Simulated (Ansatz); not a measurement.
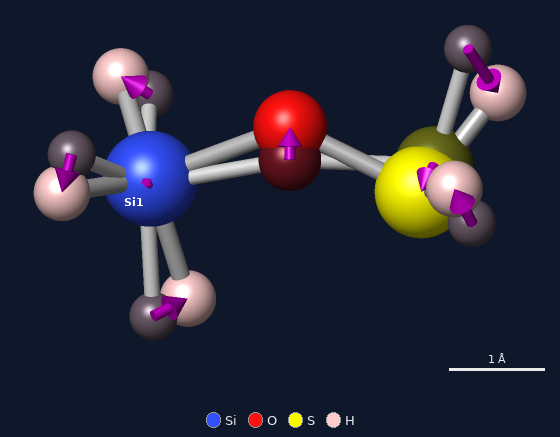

This is a relaxation of SiH₅SO (charge +1). The starting structure is drawn faded, the final one solid; purple arrows show the displacements, at their true length. The two geometries are superimposed by the best rigid fit.

Style: ball-and-stick. Shown at a tilt.

Method: RKS PBE0-D4/def2-TZVP (Ansatz 0.2.0). Settings: force threshold 0.005 eV/Å; at most 200 steps.

Which element moves most?

Hydrogen: up to 0.80 Å, against 0.38 Å for sulfur.

Describe the change and its energy.

An H atom moves most after the best rigid fit: 0.80 Å. By element the largest moves are H 0.80 Å, S 0.38 Å, O 0.35 Å, Si 0.09 Å. Some distances before and after: H–S 1.383 → 1.361 Å, H–Si 1.457 → 1.478 Å, O–Si 1.755 → 1.762 Å, O–S 1.555 → 1.550 Å. Among the angles between lasting bonds that change: Si–O–S 139.7° → 127.2°, O–Si–H 93.2° → 103.3°, H–Si–H 118.5° → 114.5°. Groups turn about O–Si by about 55°. Over 36 accepted moves (41 points after the start) the energy falls by 0.129 eV. The largest force component goes from 0.92 to 0.00049 eV/Å. The line search rejected the trial steps at points 9, 15, 16, 19, 25 of the run. The forces were under the threshold at step 6, but the run went on from there. Cost: 110 s on 2 threads of Arm Neoverse V1, with other jobs on the host.
